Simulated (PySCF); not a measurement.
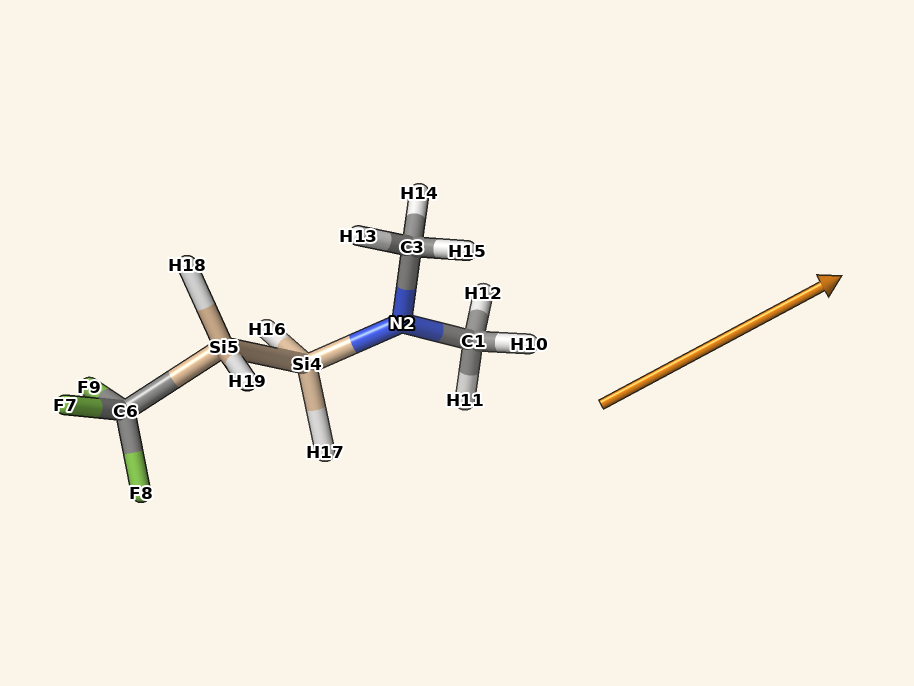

The arrow beside the molecule shows the direction of the dipole moment, from the negative to the positive end (its length means nothing). The computed structure is the end point of a GFN2-xTB optimisation. No frequency run is at hand to confirm it as a minimum. Method: PBE0/pcSseg-1, gas phase (PySCF 2.14.0).

How large is the dipole moment?

4.03 D; it points from the side of F7 to the side of H10 (the outermost atoms at the two ends).

The geometry is semi-empirical. Around Si such bond lengths and angles can be off by a tenth of an ångström or more and by several degrees, and values that hang on the shape move with them.
